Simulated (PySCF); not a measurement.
Vertical excitations of a molecule C2H9NSi from PySCF with TDA-CAM-B3LYP/def2-SVPD, as energy in eV (oscillator strength): 5.97 (0.003), 6.72 (0.021), 7.31 (0.021), 7.42 (0.036), 7.65 (0.017), 7.94 (0.063), 8.39 (0.046), 8.71 (0.010), 8.71 (0.019), 8.78 (0.067). Lowest triplet (TDA): 5.70 eV. The structure is a stationary point at B3LYP-D3(BJ)/def2-SVP. One conformer was computed; it need not be the lowest.

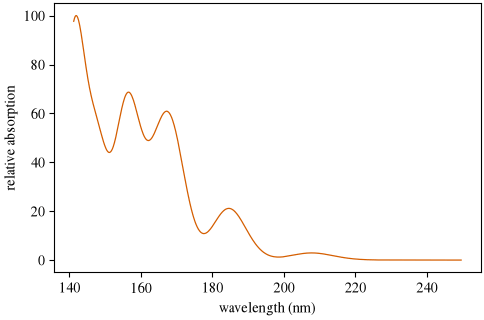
Fig. 1. The lines broadened by 0.4 eV.

Which structure fits?
A) C[C@@H](N)[SiH3]
B) C[SiH](C)N
C) C[SiH2]CN
D) CN[SiH2]C

D, CN[SiH2]C
